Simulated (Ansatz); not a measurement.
WC (WC type, space group P-6m2): scan of one atom of the cell

Starting cell, WC (WC type, space group P-6m2):

```
CELL_PARAMETERS angstrom
      2.92196     0.00000     0.00000
     -1.46098     2.53050     0.00000
      0.00000     0.00000     2.84728
ATOMIC_POSITIONS crystal
  W  0.00000 0.00000 0.00000
  C  0.66667 0.33333 0.50000
```

In this cell atom 2 (C, nearest neighbour W at 2.207 Å; its periodic images, 2.8 Å or more away, move with it) is moved by s along Cartesian [110], unit vector (0.707, 0.707, 0.000); all other atoms and the cell stay fixed.

The numbers are results of PBE (plane waves to 420 eV, PAW, scalar-relativistic; Ansatz, a quantum-chemistry and plane-wave program), not measurements. k mesh 15×15×13 (Γ-centred), Fermi-Dirac smearing 0.05 eV. The energy includes the smearing's −TS. Left out: 1 of 11 points, with atoms too close for the PAW data. With partly filled bands, energies and forces of such displacements shift with the k mesh and the smearing. Spin-orbit coupling is left out, though W is heavy. The PAW data are Ansatz's earlier set. WC is run without spin polarisation. WC was relaxed with its symmetry unable to fall. The zero of ΔE is the undisplaced structure.

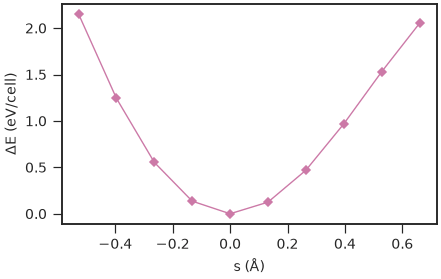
Figure. ΔE (eV/cell) against s (Å); computed points joined by lines.

The force constant k = d²E/ds² at s = 0 (finite differences) is 15.1 eV/Å² and the energy at s = 0.660 Å is 2052 meV/cell. Harmonic estimate at the end of the scan: ½ks² = 3298 meV/cell against the computed 2052 meV/cell, so the well is softer than harmonic there. Shape of the curve: a single well with its minimum at or next to zero displacement. Symmetry of the curve: not even: the negative side lies higher at ±0.528 Å.

The forces along the line at the two nearest points give (2.092 − (-1.847)) / (2·0.132) = 14.92 eV/Å²; the next pair corrects for the finite step.

(A displaced cell: forces are minus the slopes of the energy, force constants its curvatures, and phonons follow from these.)
